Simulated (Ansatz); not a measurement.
Start from GaN in the zinc blende structure (space group F-43m, No. 216; a = 4.4554 Å).

The change: the cell is scaled by 1.0050 in all directions; the atoms relax in the strained cell.

The values are results of plane-wave PAW DFT at the LDA level (Ansatz, an electronic-structure program, 420 eV), no spin-orbit coupling, not measurements.

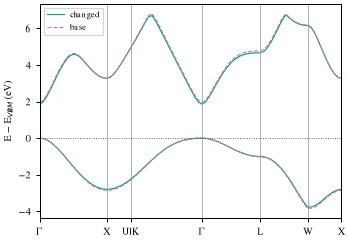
Fig. 1. Highest valence and lowest conduction band along the path, each from its own valence-band maximum

The gap is 1.86 eV, direct at Γ; the base has 1.96 eV.

No phonon test of stability was made. This is not the structure that GaN has at room temperature and ambient pressure.
